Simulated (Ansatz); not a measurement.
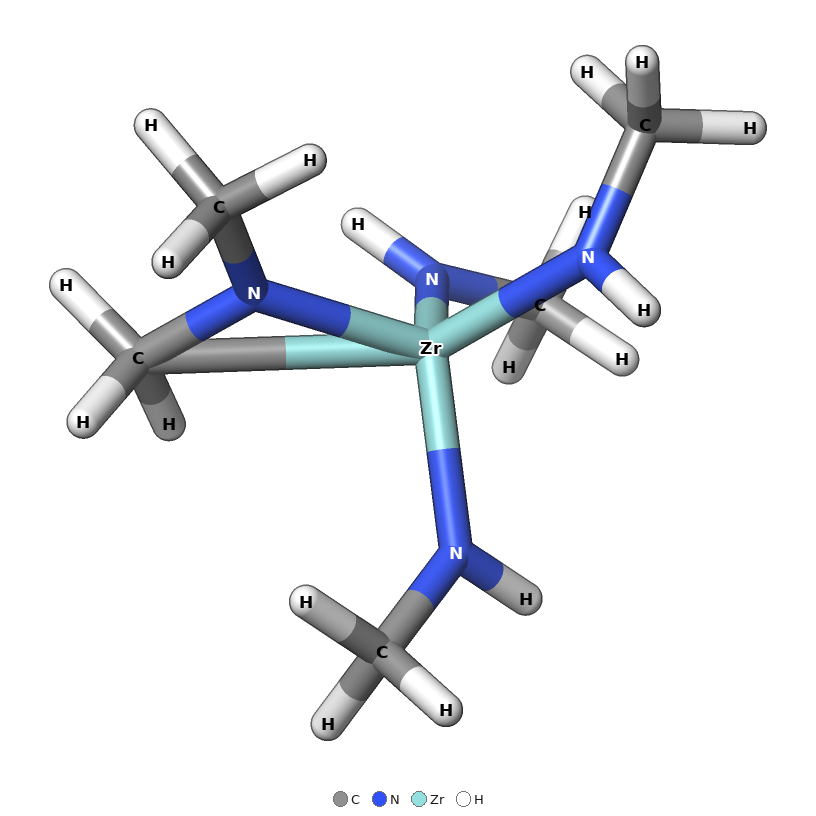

Charge 0, singlet. The geometry was computed by an optimisation with PBE0-D4/def2-TZVP. No frequency run is at hand to confirm it as a minimum. Program: Ansatz 0.2.0.

Compare HOMO energy (eV) at these levels: BHLYP-D4/def2-TZVPP; PBE0-D4/def2-QZVPP; PBE0-D4/def2-SVP; SPW92 (LDA)/def2-TZVPP; ωB97M-V/def2-SVP; ωB97X-V/def2-TZVPP.

```tsv
level	HOMO energy (eV)
BHLYP-D4/def2-TZVPP	−7.16
PBE0-D4/def2-QZVPP	−5.98
PBE0-D4/def2-SVP	−5.81
SPW92 (LDA)/def2-TZVPP	−4.82
ωB97M-V/def2-SVP	−8.12
ωB97X-V/def2-TZVPP	−8.32
```
